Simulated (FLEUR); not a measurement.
Band structure of Ni (Fm-3m, 1 atom in the cell).

```yaml
crystal:
  lattice:
    - [0.00000, 1.73712, 1.73712]
    - [1.73712, 0.00000, 1.73712]
    - [1.73712, 1.73712, 0.00000]
  atoms:
    - { symbol: Ni, position: [0.00000, 0.00000, 0.00000], spin: 1.0 }
```
(The spins are starting values, not results.)

Method: PBE, all-electron FLAPW (FLEUR), scalar-relativistic valence in FLEUR.

Settings: Kmax = 3.6 1/bohr; GmaxXC = 10.8 1/bohr; xcFunctional = pbe; jspins = 2; l_soc = F; mode = hist; fermiSmearingEnergy = 0.00367493 Htr; mesh (inpgen div1-3) = 11 11 11; inpgen gamma flag = false; Gmax = 10.8 1/bohr; numbands = 0; maxIterBroyd = 15; imix = Anderson; alpha = 0.05.

The starting cell has typed, rounded lattice constants, without a prior relaxation at this level. Its lattice was rescaled by a random factor within 2.5 % of one. Values depend on the basis (sphere radii, cutoffs, local orbitals), which need not be converged.

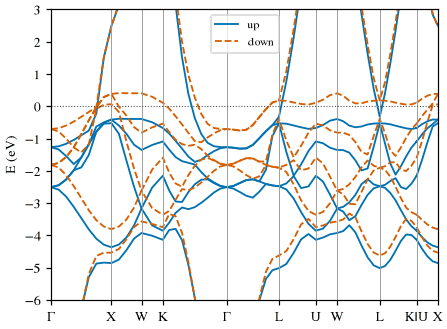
*Bands along the path, energies from the Fermi level.*

Levels in eV from the Fermi level, bands 5 to 12 of the first spin channel:
| point | 5 | 6 | 7 | 8 | 9 | 10 | 11 | 12 |
|---|---|---|---|---|---|---|---|---|
| Γ | -2.51 | -2.51 | -2.51 | -1.27 | -1.27 | 23.95 | 28.18 | 28.18 |
| X | -4.37 | -0.52 | -0.41 | -0.41 | 2.49 | 9.81 | 15.17 | 15.17 |
| W | -3.17 | -3.17 | -1.35 | -0.39 | 8.08 | 8.08 | 10.55 | 11.60 |
| K | -3.86 | -2.15 | -1.09 | -0.67 | 5.97 | 7.61 | 10.53 | 17.80 |
| L | -2.48 | -2.48 | -0.53 | -0.53 | -0.33 | 6.04 | 22.47 | 25.33 |
| U | -3.86 | -2.15 | -1.09 | -0.67 | 5.97 | 7.61 | 10.53 | 17.80 |
